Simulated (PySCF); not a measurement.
SMILES CCCC[Si](Cl)(Cl)Cl (C4H9Cl3Si) at its GFN2-xTB optimised geometry (Å):

```
17

C     -1.0040    -4.0096     2.9707
C     -1.4460    -2.5543     2.8806
C     -0.8942    -1.8744     1.6297
C     -1.3392    -0.4111     1.5400
Si    -0.6829     0.4999     0.0000
Cl    -1.3395     2.4159     0.0000
Cl     1.3395     0.4999     0.0000
Cl    -1.3333    -0.4163    -1.6816
H     -1.4056    -4.4763     3.8668
H      0.0810    -4.0770     3.0050
H     -1.3540    -4.5685     2.1057
H     -1.1021    -2.0149     3.7661
H     -2.5372    -2.5064     2.8661
H      0.1961    -1.9249     1.6455
H     -1.2374    -2.4159     0.7462
H     -2.4308    -0.3772     1.5489
H     -1.0103     0.1095     2.4420
```

Method: PySCF 2.14.0 with B3LYP/def2-SVP. Cells within 0.4 Å of a nucleus heavier than hydrogen are left out (blank, or x).

Map of the electrostatic potential (hartree/e), clipped to [-0.08, 0.12] on the plane z = 0.0 Å:

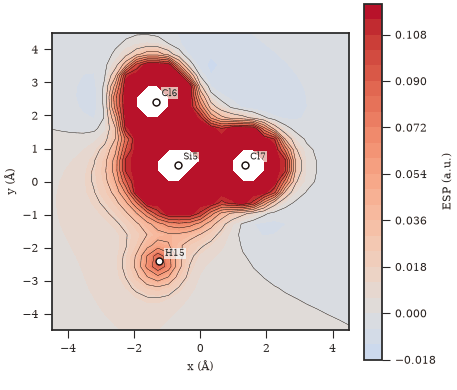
Figure. Electrostatic potential (hartree/e), clipped to [-0.08, 0.12] on the plane z = 0.0 Å.
